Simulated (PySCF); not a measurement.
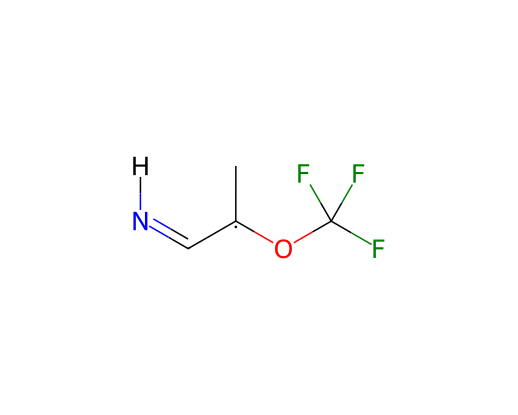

Charge 0, doublet. The computed structure is the end point of a GFN2-xTB optimisation. No frequency run is at hand to confirm it as a minimum. Method: UKS B3LYP, pcH-1 on C F H N O, non-relativistic (PySCF 2.14.0).

What does the calculation give?

The species is C₄H₅F₃NO (`[H]/N=C\[C](C)OC(F)(F)F`).
- ⟨S²⟩ of the determinant: 0.771
- isotropic g value: 2.00354
